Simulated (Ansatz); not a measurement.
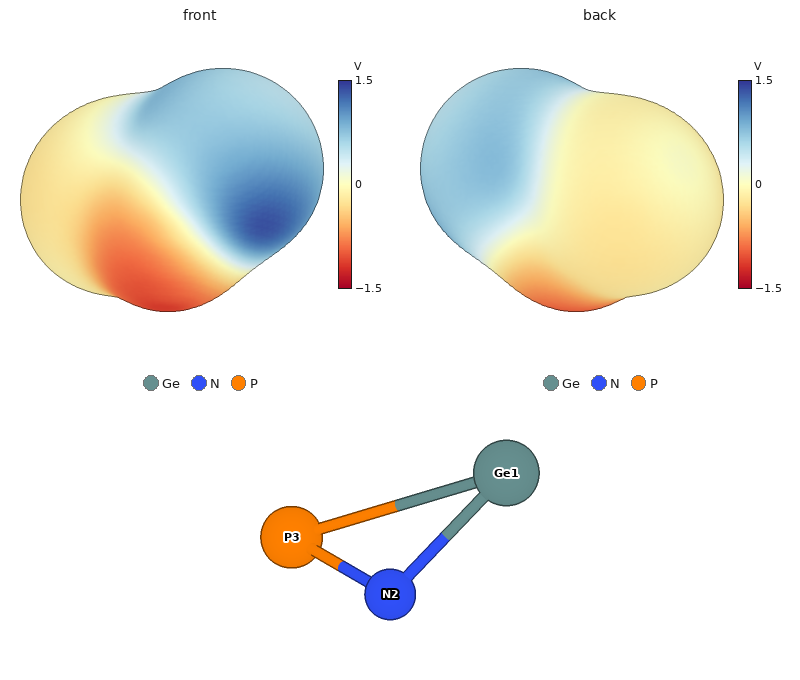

Figure. GeNP (triplet). The molecular electrostatic potential painted on the density surface at 0.001 e/bohr³, seen from the front and from behind; red is negative and blue positive. The bare structure is drawn below in the same view.

Geometry: r2SCAN-D4/def2-SVP.

Theory: isolated molecule in a Gaussian basis; Kohn-Sham density functional theory, functional PBE0 (Ansatz).

Question: Describe the electrostatic potential map.

Answer: The most negative region (about −1.1 V) lies over N2, the most positive (about +1.3 V) over Ge1. N2 is the likeliest acceptor of a hydrogen bond.

Question: How polar is the molecule by this calculation?

Answer: Its dipole moment is 2.08 D.
